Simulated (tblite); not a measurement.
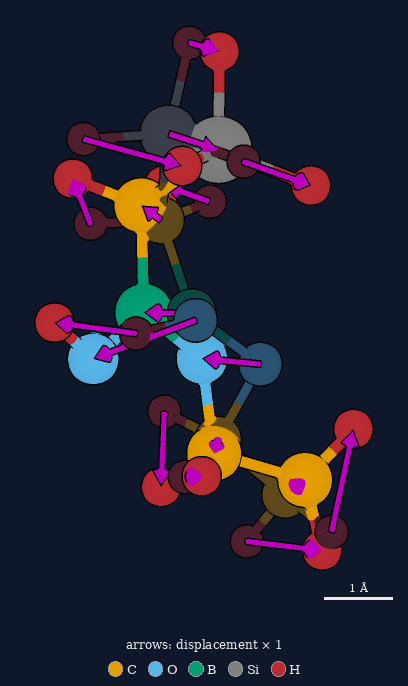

A relaxation of C3H10BO2Si (multiplicity 2). The starting structure is drawn faded, the final one solid; purple arrows show the displacements, at their true length. The two geometries are superimposed by the best rigid fit.

A ball-and-stick model, seen from a free direction.

Level of theory: GFN2-xTB geometry optimisation, gas phase in tblite 0.8.0. 

Q: What happened in the run?

A: The largest move after the best rigid fit is that of an O atom, 1.87 Å. By element the largest moves are O 1.87 Å, H 1.63 Å, B 0.82 Å, Si 0.78 Å, C 0.61 Å. Near-neighbour distances that change, for instance: B–O 1.453 → 1.349 Å, B–O 1.469 → 1.368 Å, C–Si 1.859 → 1.901 Å, C–H 1.112 → 1.070 Å. Bond angles that change, for instance: C–O–B 108.0° → 123.0°, C–C–H 107.9° → 119.5°, C–C–H 111.2° → 120.0°. Groups turn about C–O by about 25°, C–Si by about 20°. Over 172 geometry steps the energy falls by 201.0 kJ/mol. The run took 1.1 s on 1 thread of Arm Neoverse V1, with other jobs on the host.
